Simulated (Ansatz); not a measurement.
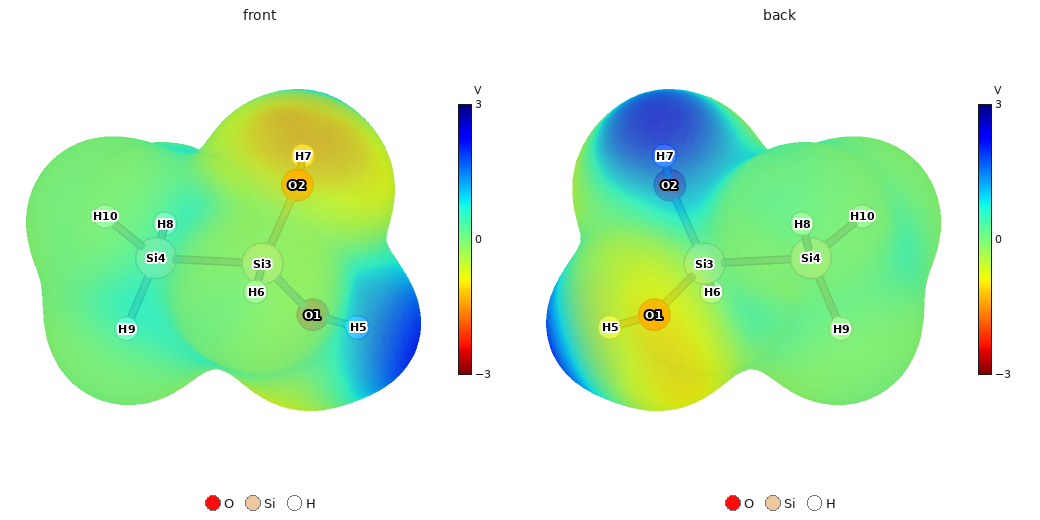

*H6O2Si2 (SMILES O[SiH](O)[SiH3]). The molecular electrostatic potential painted on the density surface at 0.001 e/bohr³, seen from the front and from behind; red is negative and blue positive.*

Geometry: B3LYP/6-31G*.

All numbers below come from isolated molecule in a Gaussian basis; Kohn-Sham density functional theory, functional PBE0 (Ansatz).

Input

```
crystal:
  periodic: [false, false, false]
  atoms:
    - {symbol: O, position_ang: [0.343891, 1.206031, -2.977384]}
    - {symbol: O, position_ang: [-0.385880, 1.186098, -0.289826]}
    - {symbol: Si, position_ang: [0.616691, 0.551805, -1.465854]}
    - {symbol: Si, position_ang: [0.325567, -1.758111, -1.759318]}
    - {symbol: H, position_ang: [0.526362, 2.153497, -3.068612]}
    - {symbol: H, position_ang: [1.969086, 0.908283, -0.960017]}
    - {symbol: H, position_ang: [-1.329829, 0.994888, -0.388916]}
    - {symbol: H, position_ang: [-1.079275, -2.071651, -2.149438]}
    - {symbol: H, position_ang: [1.238040, -2.292581, -2.807485]}
    - {symbol: H, position_ang: [0.610303, -2.473213, -0.483082]}
basis:
  gaussian: {orbitals: def2-TZVPD}
total_charge: 0
hamiltonian: {xc: pbe0}
output: {forces: true, orbitals: {seedname: orbitals}}
```

Run with:

```sh
ansatz run input.yaml --threads 1 --pin off --max-ram 2610MiB --events-out events.jsonl --progress --plain --runs-dir runs
```

Where is the surface potential most negative and most positive?

The most negative region (about −1.1 V) lies over O2, the most positive (about +2.0 V) over H5 and H7. O2 is the likeliest acceptor of a hydrogen bond.
